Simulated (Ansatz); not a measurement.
**Run report: C₃H₁₁BSi, geometry relaxation (part 2 of 2)**

Continued. System: C₃H₁₁BSi, SMILES CBC[SiH2]C. Method: RKS CAM-B3LYP-D4/STO-3G (Ansatz 0.2.0). It belongs to a series of runs on one base structure; here: start relaxed.

Geometry of the input (Å):
```
C  -2.1572  -0.1914  -1.7251
B  -0.7346  -0.6151  -1.3786
C  -0.2732  -0.6484  0.1193
Si 1.2705  0.5326  0.3522
C  1.7698  0.4634  2.1140
H  -2.3527  -0.1729  -2.8371
H  -2.3345  0.8966  -1.3815
H  -2.8994  -0.8001  -1.2488
H  0.0123  -0.9167  -2.2003
H  0.0835  -1.6788  0.4133
H  -1.0752  -0.3456  0.8320
H  2.3223  0.1264  -0.5076
H  0.7234  1.9158  0.0037
H  2.0618  -0.5489  2.4044
H  2.6198  1.1513  2.2692
H  0.9404  0.8092  2.8152
```

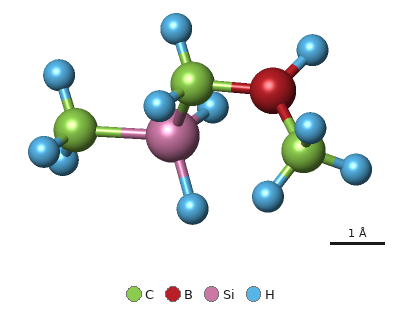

Figure 1. The geometry at step 14 of the log (ball-and-stick view, seen at a tilt).

Trajectory as extended XYZ, continued
```
16
Properties=species:S:1:pos:R:3:forces:R:3 step=4 energy=-11704.22191
C    -2.1485   -0.1022   -1.7504   -0.0040   0.0115   0.0535
B    -0.7380   -0.6784   -1.3531    0.0846  -0.0364  -0.0616
C    -0.2405   -0.6989    0.1188   -0.0168  -0.0845  -0.0629
Si    1.1619    0.5341    0.3515    0.0027   0.0079   0.0189
C     1.7441    0.5013    2.1263    0.0359  -0.0021  -0.0056
H    -2.3694   -0.1446   -2.8211    0.0147   0.0055  -0.0060
H    -2.2339    0.9438   -1.4237    0.0017   0.0058  -0.0017
H    -2.9399   -0.6474   -1.2151    0.0409   0.0158  -0.0230
H    -0.0122   -1.0838   -2.1891   -0.1127   0.0181   0.0969
H     0.2010   -1.6768    0.3479   -0.0072  -0.0163   0.0067
H    -1.0302   -0.5015    0.8501    0.0149   0.0241  -0.0072
H     2.2485    0.1789   -0.5240   -0.0060   0.0234   0.0202
H     0.7243    1.8640    0.0184   -0.0229   0.0063  -0.0126
H     2.0886   -0.4952    2.4172   -0.0053   0.0024  -0.0243
H     2.5757    1.1957    2.2754    0.0087   0.0080   0.0086
H     0.9455    0.7884    2.8151   -0.0292   0.0105  -0.0002
16
Properties=species:S:1:pos:R:3:forces:R:3 step=6 energy=-11704.23507
C    -2.0985   -0.0441   -1.7222    0.1639  -0.0083  -0.0093
B    -0.7359   -0.7434   -1.3382   -0.1433   0.1890  -0.0198
C    -0.2241   -0.7776    0.1220    0.0182  -0.0583   0.0240
Si    1.1249    0.5207    0.3344    0.0007   0.0596  -0.0181
C     1.7206    0.5276    2.1053   -0.0254   0.0061  -0.0401
H    -2.3064   -0.0316   -2.7968   -0.0093  -0.0023   0.0210
H    -2.1171    0.9933   -1.3571   -0.0037  -0.0633   0.0110
H    -2.9262   -0.5610   -1.2182   -0.0411   0.0122   0.0008
H    -0.0610   -1.2063   -2.1749    0.0270  -0.0945  -0.0908
H     0.2361   -1.7450    0.3538    0.0290   0.0229   0.0294
H    -1.0074   -0.5779    0.8579   -0.0348  -0.0142   0.0443
H     2.2286    0.2217   -0.5395   -0.0116   0.0081  -0.0170
H     0.6037    1.8195   -0.0123    0.0326  -0.0447   0.0226
H     2.1063   -0.4564    2.3873   -0.0049   0.0270   0.0375
H     2.5247    1.2564    2.2493   -0.0384  -0.0239  -0.0046
H     0.9087    0.7816    2.7934    0.0412  -0.0154   0.0090
16
Properties=species:S:1:pos:R:3:forces:R:3 step=7 energy=-11704.23959
C    -2.0635   -0.0068   -1.7064    0.2109  -0.0291   0.0045
B    -0.7366   -0.7836   -1.3294   -0.1824   0.1819  -0.0960
C    -0.2149   -0.8265    0.1258    0.0407  -0.0054   0.0306
Si    1.0988    0.5138    0.3236   -0.0175   0.0565  -0.0204
C     1.7043    0.5435    2.0911   -0.0159  -0.0052  -0.0399
H    -2.2614    0.0442   -2.7827    0.0064  -0.0097   0.0548
H    -2.0397    1.0209   -1.3119   -0.0186  -0.1236  -0.0063
H    -2.9191   -0.5028   -1.2259   -0.0107   0.0344  -0.0096
H    -0.0975   -1.2951   -2.1697   -0.0241  -0.0427  -0.0329
H     0.2668   -1.7828    0.3580    0.0209   0.0320   0.0228
H    -0.9946   -0.6341    0.8681   -0.0293  -0.0194   0.0348
H     2.2062    0.2490   -0.5576   -0.0236   0.0062  -0.0085
H     0.5313    1.7945   -0.0236    0.0533  -0.0728   0.0330
H     2.1180   -0.4294    2.3742   -0.0128   0.0463   0.0342
H     2.4897    1.2943    2.2278   -0.0483  -0.0333  -0.0045
H     0.8893    0.7781    2.7827    0.0511  -0.0162   0.0034
16
Properties=species:S:1:pos:R:3:forces:R:3 step=9 energy=-11704.25367
C    -2.0333    0.0134   -1.7000    0.1627   0.0481  -0.0411
B    -0.7622   -0.8280   -1.3014   -0.1011   0.0608   0.0818
C    -0.2220   -0.8260    0.1493   -0.0101  -0.0170   0.0152
Si    1.0870    0.5243    0.3084   -0.0311  -0.0495   0.0205
C     1.7190    0.5524    2.0659    0.0344   0.0223   0.0031
H    -2.0586    0.2791   -2.7626   -0.0578  -0.0148   0.0219
H    -2.1260    0.9300   -1.1048   -0.0537  -0.0283   0.0012
H    -2.9274   -0.5934   -1.4905    0.0049   0.0008  -0.0268
H    -0.1991   -1.4477   -2.1210    0.0206  -0.0383  -0.0515
H     0.2542   -1.7746    0.4194    0.0257   0.0302   0.0033
H    -0.9997   -0.6011    0.8878    0.0168  -0.0088  -0.0201
H     2.1772    0.2722   -0.5970   -0.0092  -0.0109  -0.0012
H     0.5060    1.7996   -0.0231    0.0117  -0.0105   0.0134
H     2.1573   -0.4096    2.3466   -0.0084   0.0058  -0.0185
H     2.4903    1.3177    2.1933   -0.0037   0.0057   0.0067
H     0.9144    0.7690    2.7741   -0.0017   0.0044  -0.0080
16
Properties=species:S:1:pos:R:3:forces:R:3 step=11 energy=-11704.25892
C    -2.0265    0.0255   -1.7036    0.0075  -0.0524  -0.0070
B    -0.7724   -0.8314   -1.2876   -0.0158   0.0632   0.0196
C    -0.2292   -0.8325    0.1628    0.0043  -0.0248  -0.0148
Si    1.0799    0.5179    0.3114   -0.0005  -0.0016   0.0100
C     1.7305    0.5612    2.0620    0.0052  -0.0041  -0.0066
H    -2.0083    0.3456   -2.7516    0.0151   0.0016   0.0295
H    -2.1833    0.9020   -1.0648   -0.0046  -0.0108   0.0011
H    -2.9156   -0.6149   -1.5862    0.0169   0.0161  -0.0120
H    -0.2199   -1.4670   -2.1052   -0.0109  -0.0075  -0.0056
H     0.2554   -1.7778    0.4297   -0.0102   0.0169   0.0000
H    -1.0025   -0.6109    0.9055   -0.0114   0.0047  -0.0020
H     2.1593    0.2538   -0.6028    0.0097   0.0011  -0.0022
H     0.5034    1.7943   -0.0218   -0.0030  -0.0067   0.0008
H     2.1758   -0.3976    2.3422   -0.0015   0.0049   0.0012
H     2.4987    1.3313    2.1779   -0.0023   0.0014  -0.0075
H     0.9316    0.7780    2.7766    0.0016  -0.0020  -0.0046
16
Properties=species:S:1:pos:R:3:forces:R:3 step=12 energy=-11704.25881 accepted=F
C    -2.0256    0.0283   -1.7035   -0.1777   0.0297  -0.0136
B    -0.7727   -0.8234   -1.2781   -0.1249  -0.1383   0.0281
C    -0.2374   -0.8317    0.1742    0.0197   0.0469  -0.0177
Si    1.0796    0.5121    0.3110    0.0033   0.0190   0.0377
C     1.7414    0.5656    2.0572   -0.0029  -0.0068  -0.0196
H    -1.9592    0.4109   -2.7331   -0.0120  -0.0387   0.1819
H    -2.2426    0.8626   -1.0194    0.0241  -0.1425  -0.1478
H    -2.9045   -0.6470   -1.6777    0.2220   0.1704  -0.0158
H    -0.2353   -1.4807   -2.0897    0.0244   0.0609  -0.0032
H     0.2411   -1.7783    0.4442   -0.0034  -0.0093  -0.0026
H    -1.0111   -0.6021    0.9151    0.0135   0.0073  -0.0270
H     2.1535    0.2400   -0.6073    0.0063  -0.0020  -0.0053
H     0.5046    1.7881   -0.0261    0.0043  -0.0021  -0.0007
H     2.1923   -0.3899    2.3393    0.0008   0.0028   0.0026
H     2.5068    1.3397    2.1632    0.0038   0.0027  -0.0015
H     0.9460    0.7830    2.7752   -0.0013   0.0000   0.0043
16
Properties=species:S:1:pos:R:3:forces:R:3 step=14 energy=-11704.26170
C    -2.0273    0.0244   -1.7020   -0.0276   0.0451  -0.0020
B    -0.7760   -0.8271   -1.2772   -0.0483  -0.1038   0.0085
C    -0.2378   -0.8308    0.1733    0.0283   0.0168  -0.0009
Si    1.0799    0.5126    0.3106    0.0052  -0.0030   0.0077
C     1.7410    0.5648    2.0565   -0.0007   0.0048  -0.0013
H    -1.9560    0.4091   -2.7266   -0.0097  -0.0052   0.0402
H    -2.2402    0.8567   -1.0209   -0.0076  -0.0230  -0.0309
H    -2.9056   -0.6418   -1.6786    0.0496   0.0254  -0.0170
H    -0.2327   -1.4752   -2.0917    0.0153   0.0285  -0.0010
H     0.2388   -1.7781    0.4462   -0.0048   0.0105  -0.0054
H    -1.0113   -0.5977    0.9123   -0.0038   0.0027   0.0025
H     2.1548    0.2407   -0.6071   -0.0025  -0.0005  -0.0004
H     0.5053    1.7887   -0.0264    0.0020   0.0014  -0.0002
H     2.1928   -0.3901    2.3390    0.0010   0.0015  -0.0022
H     2.5058    1.3397    2.1621   -0.0004  -0.0022   0.0031
H     0.9455    0.7815    2.7749    0.0041   0.0009  -0.0006
16
Properties=species:S:1:pos:R:3:forces:R:3 step=16 energy=-11704.26381
C    -2.0288    0.0238   -1.7001   -0.1056   0.0068   0.0094
B    -0.7849   -0.8345   -1.2664    0.0074  -0.0050  -0.0004
C    -0.2440   -0.8310    0.1833    0.0035  -0.0007  -0.0034
Si    1.0788    0.5086    0.3085    0.0019   0.0100   0.0007
C     1.7484    0.5690    2.0509   -0.0025  -0.0006  -0.0005
H    -1.9135    0.4660   -2.6981    0.0018  -0.0220   0.0558
H    -2.2908    0.8150   -0.9868    0.0179  -0.0484  -0.0533
H    -2.8963   -0.6559   -1.7623    0.0799   0.0622  -0.0106
H    -0.2365   -1.4779   -2.0812   -0.0051   0.0036   0.0033
H     0.2310   -1.7774    0.4610   -0.0002  -0.0034   0.0000
H    -1.0152   -0.5913    0.9227    0.0003   0.0009   0.0017
H     2.1491    0.2287   -0.6122   -0.0031  -0.0028  -0.0006
H     0.5075    1.7850   -0.0324    0.0009   0.0016  -0.0018
H     2.1998   -0.3852    2.3362    0.0014  -0.0006   0.0006
H     2.5153    1.3430    2.1489   -0.0002  -0.0015  -0.0010
H     0.9570    0.7913    2.7721    0.0015  -0.0002   0.0003
16
Properties=species:S:1:pos:R:3:forces:R:3 step=17 energy=-11704.26478
C    -2.0310    0.0219   -1.6985   -0.0341   0.0021   0.0044
B    -0.7880   -0.8360   -1.2611   -0.0040  -0.0071   0.0128
C    -0.2461   -0.8305    0.1882   -0.0087   0.0103  -0.0081
Si    1.0776    0.5091    0.3075    0.0079  -0.0089   0.0020
C     1.7514    0.5704    2.0482   -0.0008   0.0069  -0.0015
H    -1.8924    0.4906   -2.6805    0.0029  -0.0062   0.0146
H    -2.3148    0.7929   -0.9737    0.0022  -0.0139  -0.0145
H    -2.8899   -0.6602   -1.8030    0.0281   0.0212  -0.0066
H    -0.2395   -1.4795   -2.0754    0.0002  -0.0009  -0.0028
H     0.2284   -1.7767    0.4673    0.0058  -0.0023   0.0006
H    -1.0162   -0.5885    0.9281    0.0003  -0.0015  -0.0011
H     2.1450    0.2239   -0.6149    0.0000   0.0023  -0.0013
H     0.5081    1.7857   -0.0360   -0.0006  -0.0007   0.0016
H     2.1999   -0.3848    2.3346   -0.0001  -0.0012  -0.0023
H     2.5216    1.3415    2.1423    0.0005  -0.0001   0.0013
H     0.9629    0.7976    2.7710    0.0005   0.0001   0.0007
16
Properties=species:S:1:pos:R:3:forces:R:3 step=19 energy=-11704.26588
C    -2.0357    0.0179   -1.6949   -0.0207  -0.0083  -0.0362
B    -0.7990   -0.8440   -1.2466    0.0081   0.0275   0.0052
C    -0.2521   -0.8306    0.2005   -0.0177   0.0073  -0.0026
Si    1.0749    0.5076    0.3047    0.0128  -0.0255  -0.0035
C     1.7598    0.5755    2.0409   -0.0028   0.0101   0.0002
H    -1.8364    0.5573   -2.6308   -0.0102  -0.0209   0.0434
H    -2.3786    0.7343   -0.9406   -0.0009  -0.0117  -0.0134
H    -2.8722   -0.6653   -1.9115    0.0325   0.0344   0.0076
H    -0.2489   -1.4866   -2.0604   -0.0038  -0.0148  -0.0035
H     0.2226   -1.7757    0.4831    0.0076   0.0027   0.0024
H    -1.0183   -0.5828    0.9424   -0.0028  -0.0049   0.0002
H     2.1358    0.2122   -0.6218    0.0020   0.0068  -0.0023
H     0.5083    1.7841   -0.0438   -0.0030  -0.0030   0.0044
H     2.2022   -0.3815    2.3313   -0.0018   0.0008  -0.0047
H     2.5370    1.3407    2.1248   -0.0011  -0.0002   0.0018
H     0.9776    0.8143    2.7669    0.0018  -0.0003   0.0010
16
Properties=species:S:1:pos:R:3:forces:R:3 step=20 energy=-11704.26598
C    -2.0352    0.0186   -1.6950    0.0228   0.0103   0.0084
B    -0.7985   -0.8429   -1.2462   -0.0342  -0.0435   0.0150
C    -0.2518   -0.8305    0.2008    0.0069   0.0139  -0.0086
Si    1.0752    0.5074    0.3046    0.0054  -0.0134   0.0034
C     1.7603    0.5765    2.0407    0.0019   0.0051  -0.0018
H    -1.8315    0.5648   -2.6243    0.0021   0.0090  -0.0107
H    -2.3843    0.7287   -0.9385   -0.0024   0.0054   0.0038
H    -2.8681   -0.6630   -1.9220   -0.0086  -0.0118  -0.0045
H    -0.2566   -1.4963   -2.0574    0.0090   0.0158  -0.0037
H     0.2236   -1.7756    0.4828   -0.0002   0.0041  -0.0007
H    -1.0180   -0.5835    0.9430   -0.0027   0.0005  -0.0017
H     2.1356    0.2128   -0.6229    0.0021   0.0054   0.0002
H     0.5078    1.7837   -0.0432   -0.0020  -0.0014   0.0014
H     2.2038   -0.3800    2.3307   -0.0002   0.0004  -0.0014
H     2.5366    1.3426    2.1243    0.0003   0.0004   0.0020
H     0.9782    0.8143    2.7670   -0.0001  -0.0002  -0.0010
16
Properties=species:S:1:pos:R:3:forces:R:3 step=22 energy=-11704.26626
C    -2.0318    0.0200   -1.6934   -0.0149  -0.0045  -0.0108
B    -0.8046   -0.8521   -1.2396    0.0092   0.0037  -0.0065
C    -0.2545   -0.8343    0.2058   -0.0047  -0.0014   0.0031
Si    1.0713    0.5052    0.3029    0.0031   0.0007  -0.0008
C     1.7627    0.5788    2.0362    0.0009  -0.0008   0.0019
H    -1.8046    0.5869   -2.6059   -0.0021  -0.0079   0.0142
H    -2.3954    0.7151   -0.9295    0.0005  -0.0048  -0.0067
H    -2.8610   -0.6541   -1.9564    0.0106   0.0160   0.0034
H    -0.2638   -1.5063   -2.0508   -0.0014  -0.0012   0.0029
H     0.2212   -1.7781    0.4915    0.0007  -0.0001   0.0000
H    -1.0195   -0.5839    0.9481    0.0004  -0.0016   0.0013
H     2.1294    0.2145   -0.6286   -0.0011  -0.0008   0.0000
H     0.4983    1.7794   -0.0431   -0.0005   0.0016  -0.0003
H     2.2131   -0.3749    2.3249   -0.0008  -0.0002  -0.0012
H     2.5346    1.3496    2.1172   -0.0013   0.0008  -0.0008
H     0.9815    0.8118    2.7651    0.0013   0.0004   0.0003
```

Results in brief

```csv
quantity,value
outcome,converged
total energy,−11704.2664 eV
mean-field energy,−11703.9972 eV
largest force (length of the vector) at the end,0.019 eV/Å
wall time,57 s
peak memory,0.14 GiB
```
